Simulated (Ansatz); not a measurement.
Cl$_{3}$FTi (SMILES [F][Ti]([Cl])([Cl])[Cl])

The calculation's input:

```
crystal:
  periodic: [false, false, false]
  atoms:
    - {symbol: F, position_ang: [-0.998290, 0.046362, 1.499040]}
    - {symbol: Ti, position_ang: [-0.036336, -0.011938, 0.060965]}
    - {symbol: Cl, position_ang: [1.539034, -1.476630, 0.312313]}
    - {symbol: Cl, position_ang: [-1.288294, -0.570034, -1.615766]}
    - {symbol: Cl, position_ang: [0.833786, 1.938541, -0.297952]}
basis:
  gaussian: {orbitals: def2-TZVPP}
hamiltonian: {xc: pbe0, dispersion: d4}
output: {orbitals: {seedname: orbitals}}
```

Run with:

```sh
ansatz run in.yaml --threads 4 --pin off --events-out ev --progress --plain --max-ram 10444MiB
```

Geometry: PBE0-D4/def2-TZVP.

Computed with RKS PBE0-D4/def2-TZVPP in Ansatz.

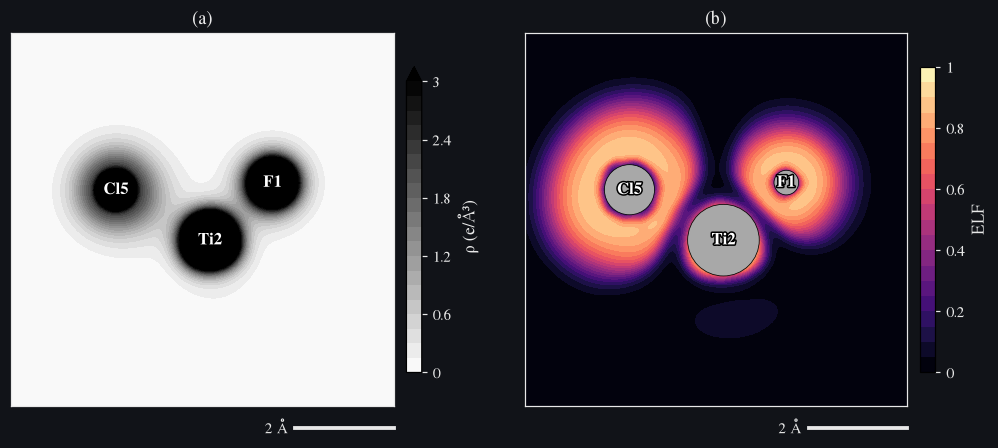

Figure 1. (a) electron density; (b) electron localisation function on the plane of atoms F1, Ti2 and Cl5. Grey discs cover the atomic cores in the ELF map.

### Interpret the plot.

Atoms in the plane: F, Ti and Cl.
Ti–F (1.73 Å): ρ at the midpoint is about 1.2 e/Å³; the ELF peaks at about 0.80 in the valence shell of F, 0.5 Å from its nucleus, and drops to about 0.25 between the two atoms.
Ti–Cl (2.17 Å): ρ is about 0.75 e/Å³ halfway; the ELF peaks at about 0.85 in the valence shell of Cl, 0.8 Å from its nucleus, and is about 0.45 at the midpoint.

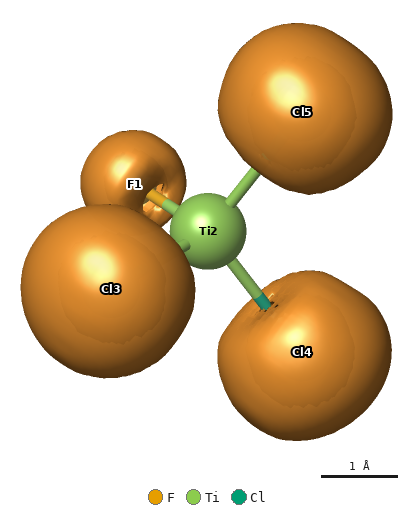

Figure 2. Isosurface of the ELF at 0.8 (orange), seen at a tilt. Only the valence region is drawn (cores and ρ < 0.01 e/Å³ removed).

### Identify the bonds, lone pairs and shells in this picture.

The ELF exceeds this value in three regions wrapped around Cl (the valence shell of each) and one region wrapped around F (its valence shell).

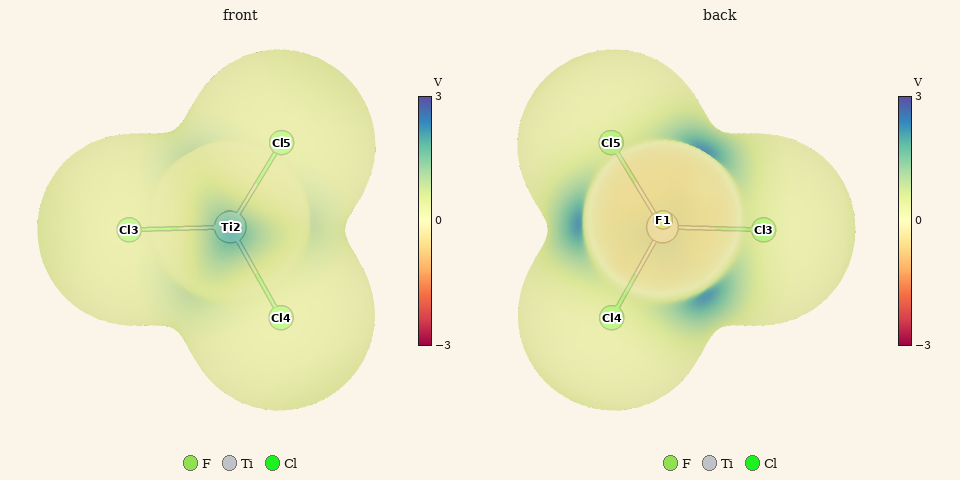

Figure 3. The molecular electrostatic potential painted on the density surface at 0.002 e/bohr³, seen from the front and from behind; red is negative and blue positive.

### Where is the surface potential most negative and most positive?

The most negative region (about −0.5 V) lies over F1, the most positive (about +2.2 V) over Ti2.
